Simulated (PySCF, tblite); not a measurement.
# C₄H₉O₃S−: a rotation path, then NMR shifts on frames, part 2 of 2

tblite 0.8.0 and PySCF 2.14.0. Atoms count from 0.

## 5. Nuclear shieldings: image 4, PBE0/pcSseg-1

Job settings and geometry (Å):

```
{"job": {"kind": "nmr", "xc": "PBE0", "basis": "pcSseg-1", "pop": false}, "charge": -1, "multiplicity": 1}
C      2.402600     0.748100    -0.042600
C      1.281800    -0.146800     0.472800
C      0.092000    -0.202500    -0.483200
C     -1.097800    -0.942200     0.092100
S     -2.557800     0.176500    -0.028700
O     -2.557600     0.663600    -1.408000
O     -2.298700     1.223200     0.959300
O     -3.705100    -0.671600     0.295200
H      2.042600     1.768400    -0.149000
H      2.754000     0.405200    -1.014300
H      3.244500     0.751100     0.649300
H      1.665700    -1.159100     0.633900
H      0.933500     0.238200     1.432200
H      0.401600    -0.652300    -1.430500
H     -0.250300     0.811400    -0.700400
H     -1.362100    -1.849100    -0.440000
H     -0.996000    -1.150100     1.152100
```

Method: GIAO PBE0/pcSseg-1 NMR shielding, non-relativistic, gas phase.

What it wrote:

```text
coarse grid: 14808 points
cycle   1  E = -780.6981790876  dE =  1.662e+00  |g| = 1.325e+00  |ddm| = 3.872e+00
cycle   2  E = -780.2619114535  dE =  4.363e-01  |g| = 2.066e+00  |ddm| = 2.894e+00
cycle   3  E = -781.0097241329  dE = -7.478e-01  |g| = 1.877e-01  |ddm| = 1.924e+00
cycle   4  E = -781.0177862708  dE = -8.062e-03  |g| = 5.277e-02  |ddm| = 2.290e-01
cycle   5  E = -781.0184200627  dE = -6.338e-04  |g| = 1.541e-02  |ddm| = 5.451e-02
cycle   6  E = -781.0184739411  dE = -5.388e-05  |g| = 2.750e-03  |ddm| = 1.820e-02
cycle   7  E = -781.0184754614  dE = -1.520e-06  |g| = 6.461e-04  |ddm| = 3.145e-03
final grid: 138552 points
cycle   8  E = -781.0998695905  dE = -3.656e-05  |g| = 1.200e-02  |ddm| = 2.978e-02
cycle   9  E = -781.0998414074  dE =  2.818e-05  |g| = 1.663e-02  |ddm| = 2.492e-02
cycle  10  E = -781.0998995270  dE = -5.812e-05  |g| = 1.868e-03  |ddm| = 1.549e-02
cycle  11  E = -781.0999001832  dE = -6.562e-07  |g| = 2.486e-04  |ddm| = 1.556e-03
cycle  12  E = -781.0999001953  dE = -1.209e-08  |g| = 1.142e-04  |ddm| = 2.999e-04
cycle  13  E = -781.0999001974  dE = -2.097e-09  |g| = 4.583e-05  |ddm| = 1.141e-04
cycle  14  E = -781.0999001977  dE = -3.620e-10  |g| = 1.083e-05  |ddm| = 4.147e-05
converged SCF energy = -781.0999001977

GIAO shielding tensors (ppm)
atom      isotropic    diamagn.    paramagn.     s11        s22        s33       span
  0 C      168.961     246.963     -78.003    156.806    162.439    187.636     30.830
  1 C      156.057     249.542     -93.485    138.793    156.828    172.551     33.758
  2 C      155.190     250.978     -95.788    137.875    151.972    175.723     37.848
  3 C      128.520     254.249    -125.729    108.461    113.486    163.612     55.150
  4 S      178.700    1048.918    -870.217     48.533    227.679    259.889    211.355
  5 O      119.097     405.372    -286.275     72.756    103.096    181.439    108.684
  6 O      120.507     406.158    -285.651     57.287    107.813    196.422    139.135
  7 O      116.231     398.452    -282.222     85.833    105.547    157.312     71.478
  8 H       30.674      30.895      -0.221     26.520     29.524     35.976      9.456
  9 H       31.076      30.540       0.536     27.120     29.270     36.837      9.717
 10 H       30.860      29.082       1.778     26.286     28.176     38.118     11.831
 11 H       30.635      33.022      -2.387     25.804     30.507     35.594      9.790
 12 H       30.474      33.762      -3.288     25.963     30.910     34.549      8.586
 13 H       30.501      34.627      -4.126     25.874     30.680     34.948      9.073
 14 H       29.234      35.432      -6.198     24.083     29.110     34.510     10.427
 15 H       29.449      33.187      -3.738     25.757     29.711     32.879      7.121
 16 H       30.131      34.364      -4.233     26.779     31.444     32.169      5.389
```

It took 78 s on 1 thread, shared host.

This run: δ C3 58.4, C2 31.7, C1 30.9, C0 18.0, H14 2.48, H15 2.27 ppm.

## 6. NMR shieldings: image 6, PBE0/pcSseg-1

Job settings and geometry (Å):

```
{"job": {"kind": "nmr", "xc": "PBE0", "basis": "pcSseg-1", "pop": false}, "charge": -1, "multiplicity": 1}
C      2.478400     0.682800    -0.068100
C      1.360400    -0.229200     0.421900
C      0.047500    -0.017400    -0.333500
C     -1.099800    -0.803100     0.251800
S     -2.657400     0.070000    -0.198400
O     -2.568800     0.310600    -1.637300
O     -2.629100     1.293100     0.603500
O     -3.722600    -0.859400     0.178500
H      2.199600     1.724300     0.073100
H      2.669900     0.520000    -1.126500
H      3.399600     0.497600     0.484100
H      1.670200    -1.274000     0.325200
H      1.185900    -0.033900     1.482300
H      0.169000    -0.283500    -1.385300
H     -0.241200     1.034800    -0.295800
H     -1.179100    -1.817800    -0.122900
H     -1.089500    -0.802900     1.337500
```

With the program's defaults for keys left out, this is: GIAO PBE0/pcSseg-1 NMR shielding, non-relativistic, gas phase.

What it wrote:

```text
coarse grid: 14808 points
cycle   1  E = -780.7006111949  dE =  1.660e+00  |g| = 1.324e+00  |ddm| = 3.875e+00
cycle   2  E = -780.2697962830  dE =  4.308e-01  |g| = 2.061e+00  |ddm| = 2.903e+00
cycle   3  E = -781.0116157466  dE = -7.418e-01  |g| = 1.869e-01  |ddm| = 1.921e+00
cycle   4  E = -781.0196231275  dE = -8.007e-03  |g| = 5.155e-02  |ddm| = 2.261e-01
cycle   5  E = -781.0202230915  dE = -6.000e-04  |g| = 1.572e-02  |ddm| = 5.398e-02
cycle   6  E = -781.0202793413  dE = -5.625e-05  |g| = 2.634e-03  |ddm| = 1.829e-02
cycle   7  E = -781.0202807303  dE = -1.389e-06  |g| = 5.241e-04  |ddm| = 2.947e-03
final grid: 138552 points
cycle   8  E = -781.1026067944  dE = -3.717e-05  |g| = 1.162e-02  |ddm| = 2.955e-02
cycle   9  E = -781.1025808451  dE =  2.595e-05  |g| = 1.601e-02  |ddm| = 2.459e-02
cycle  10  E = -781.1026351072  dE = -5.426e-05  |g| = 1.772e-03  |ddm| = 1.504e-02
cycle  11  E = -781.1026356942  dE = -5.870e-07  |g| = 2.460e-04  |ddm| = 1.489e-03
cycle  12  E = -781.1026357070  dE = -1.278e-08  |g| = 8.967e-05  |ddm| = 2.879e-04
cycle  13  E = -781.1026357083  dE = -1.272e-09  |g| = 4.239e-05  |ddm| = 9.535e-05
cycle  14  E = -781.1026357086  dE = -3.065e-10  |g| = 1.140e-05  |ddm| = 3.915e-05
converged SCF energy = -781.1026357086

GIAO shielding tensors (ppm)
atom      isotropic    diamagn.    paramagn.     s11        s22        s33       span
  0 C      169.218     246.688     -77.470    157.100    163.205    187.349     30.249
  1 C      156.543     249.193     -92.650    141.716    156.021    171.892     30.176
  2 C      154.231     251.955     -97.724    135.513    152.917    174.262     38.749
  3 C      126.144     254.501    -128.357    102.268    111.069    165.095     62.826
  4 S      183.542    1048.478    -864.936     48.178    239.827    262.621    214.443
  5 O      118.635     405.771    -287.136     84.213    103.585    168.108     83.896
  6 O      124.994     405.128    -280.135     60.189    108.408    206.385    146.196
  7 O      113.194     398.892    -285.698     82.965     95.461    161.157     78.191
  8 H       30.762      30.783      -0.021     26.719     29.406     36.160      9.442
  9 H       30.954      30.521       0.433     26.953     29.274     36.636      9.683
 10 H       30.844      28.901       1.943     26.251     28.193     38.088     11.837
 11 H       30.602      33.012      -2.410     25.826     30.553     35.428      9.602
 12 H       30.747      33.646      -2.899     25.992     31.060     35.189      9.197
 13 H       30.187      35.136      -4.949     25.529     31.064     33.969      8.440
 14 H       29.712      35.713      -6.001     24.638     30.335     34.163      9.525
 15 H       29.447      33.716      -4.269     26.201     29.894     32.247      6.046
 16 H       30.039      34.536      -4.497     26.571     31.406     32.138      5.567
```

Wall time 78 s (1 thread, shared host).

In short: δ C3 60.8, C2 32.7, C1 30.4, C0 17.7, H15 2.27, H14 2.01 ppm.

## 7. Nuclear shieldings: image 8, PBE0/pcSseg-1

Job settings and geometry (Å):

```
{"job": {"kind": "nmr", "xc": "PBE0", "basis": "pcSseg-1", "pop": false}, "charge": -1, "multiplicity": 1}
C      2.483800     0.639800    -0.138600
C      1.388700    -0.278600     0.392300
C     -0.001000     0.159500    -0.071400
C     -1.120000    -0.724200     0.411400
S     -2.633800    -0.035000    -0.374500
O     -2.395600    -0.175700    -1.810600
O     -2.689900     1.353400     0.080800
O     -3.733500    -0.862100     0.122500
H      2.316000     1.660900     0.197400
H      2.481500     0.637600    -1.226500
H      3.466700     0.318900     0.206800
H      1.576200    -1.300200     0.050100
H      1.420100    -0.287100     1.485600
H     -0.051200     0.170000    -1.162500
H     -0.213700     1.174300     0.270700
H     -1.032600    -1.751500     0.070400
H     -1.268800    -0.687900     1.486400
```

With the program's defaults for keys left out, this is: GIAO PBE0/pcSseg-1 NMR shielding, non-relativistic, gas phase.

What it wrote:

```text
coarse grid: 14808 points
cycle   1  E = -780.7028370858  dE =  1.665e+00  |g| = 1.323e+00  |ddm| = 3.880e+00
cycle   2  E = -780.2739269885  dE =  4.289e-01  |g| = 2.058e+00  |ddm| = 2.904e+00
cycle   3  E = -781.0132391203  dE = -7.393e-01  |g| = 1.875e-01  |ddm| = 1.917e+00
cycle   4  E = -781.0213132367  dE = -8.074e-03  |g| = 5.122e-02  |ddm| = 2.252e-01
cycle   5  E = -781.0219065203  dE = -5.933e-04  |g| = 1.549e-02  |ddm| = 5.365e-02
cycle   6  E = -781.0219611787  dE = -5.466e-05  |g| = 2.629e-03  |ddm| = 1.809e-02
cycle   7  E = -781.0219625143  dE = -1.336e-06  |g| = 6.704e-04  |ddm| = 2.951e-03
final grid: 138552 points
cycle   8  E = -781.1036369964  dE = -3.604e-05  |g| = 1.182e-02  |ddm| = 2.906e-02
cycle   9  E = -781.1036098313  dE =  2.717e-05  |g| = 1.635e-02  |ddm| = 2.503e-02
cycle  10  E = -781.1036663009  dE = -5.647e-05  |g| = 1.773e-03  |ddm| = 1.530e-02
cycle  11  E = -781.1036668908  dE = -5.899e-07  |g| = 2.294e-04  |ddm| = 1.469e-03
cycle  12  E = -781.1036669024  dE = -1.162e-08  |g| = 7.312e-05  |ddm| = 2.758e-04
cycle  13  E = -781.1036669034  dE = -9.932e-10  |g| = 2.870e-05  |ddm| = 7.562e-05
converged SCF energy = -781.1036669034

GIAO shielding tensors (ppm)
atom      isotropic    diamagn.    paramagn.     s11        s22        s33       span
  0 C      168.933     246.754     -77.821    156.830    162.658    187.312     30.482
  1 C      157.764     248.399     -90.635    147.611    154.198    171.482     23.871
  2 C      153.250     253.735    -100.485    132.520    153.498    173.732     41.212
  3 C      126.398     254.621    -128.223    103.377    111.796    164.022     60.646
  4 S      186.115    1048.236    -862.121     47.658    244.738    265.949    218.291
  5 O      123.067     405.638    -282.571     74.990    105.841    188.371    113.381
  6 O      120.916     405.894    -284.978     79.622    103.968    179.160     99.537
  7 O      114.272     398.970    -284.698     86.754     89.310    166.751     79.996
  8 H       30.876      30.720       0.157     26.880     29.370     36.379      9.499
  9 H       30.845      30.737       0.108     26.854     29.351     36.329      9.475
 10 H       30.836      28.872       1.964     26.264     28.156     38.087     11.823
 11 H       30.687      33.143      -2.456     25.928     30.640     35.493      9.565
 12 H       30.667      33.058      -2.390     25.888     30.597     35.518      9.630
 13 H       29.584      35.922      -6.338     24.202     30.569     33.982      9.780
 14 H       29.691      35.872      -6.181     24.348     30.962     33.763      9.415
 15 H       29.839      34.056      -4.217     26.655     30.405     32.456      5.802
 16 H       29.746      33.934      -4.188     26.598     30.180     32.459      5.861
```

It took 68 s on 1 thread, shared host.

In short: δ C3 60.5, C2 33.7, C1 29.2, C0 18.0, H13 2.13, H14 2.03 ppm.

## 8. Side by side: NMR shifts

Shifts (ppm) of some atoms, chosen among heavy atoms and hydrogens apart, with basis size and wall time:

```
  frame    C1   H12   H13   S4     O6     O7     O5  functions  time
image 0  24.9  4.35  1.10  318  235.9  229.3  212.7        188  83 s
image 2  29.1  2.18  1.04  323  220.9  221.9  211.9        188  77 s
image 4  30.9  1.24  1.22  325  215.6  219.8  217.0        188  78 s
image 6  30.4  0.97  1.53  320  211.1  222.9  217.4        188  78 s
image 8  29.2  1.05  2.13  318  215.2  221.8  213.0        188  68 s
```

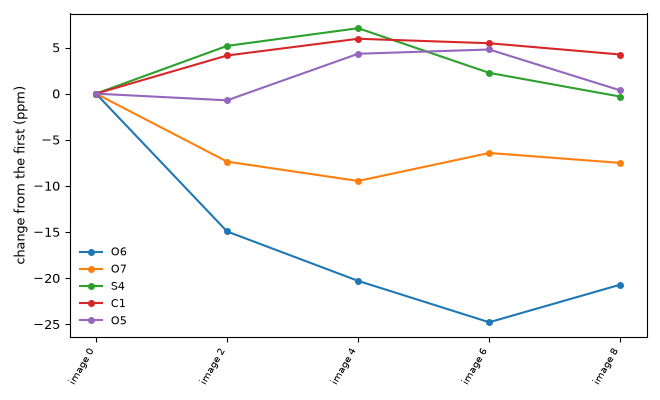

How five of the tabulated atoms move from run to run.

## 9. Results

The summary covers parts 1 to 2.

| quantity | value |
| --- | --- |
| barrier | 0.131 eV (3.0 kcal/mol) at image 4 |
| end to end (GFN2-xTB) | 0.035 eV |
| ¹³C shifts against TMS (PBE0/pcSseg-1, image 0) | 57.9, 32.9, 24.9, 18.1 ppm |
| ¹H shifts against TMS (PBE0/pcSseg-1, image 0) | 4.35, 2.40, 2.03, 1.86, 1.10, 0.86, 0.84, 0.45, 0.45 ppm |
| ³³S shifts against CS2 (PBE0/pcSseg-1, image 0) | 318 ppm |
| ¹⁷O shifts against H2O (PBE0/pcSseg-1, image 0) | 235.9, 229.3, 212.7 ppm |
| range of the shift of O6 | 211.1 to 235.9 ppm |

Along the band the dihedral turns by 112°, and the top (dihedral 126°) lies 3.0 kcal/mol above the start (GFN2-xTB, rough), so at room temperature this motion is fast. Ends this close can change order at a higher level. The top was not checked by a frequency run. Shifts at one fixed geometry are not the observed spectrum, which averages over the motion. In the first frame run (image 0): The widest tensor belongs to S4: span 220 ppm, with a paramagnetic part of -863 ppm. Across the 5 runs the shift of O6 moves most, between 211.1 (image 6) and 235.9 ppm (image 0).
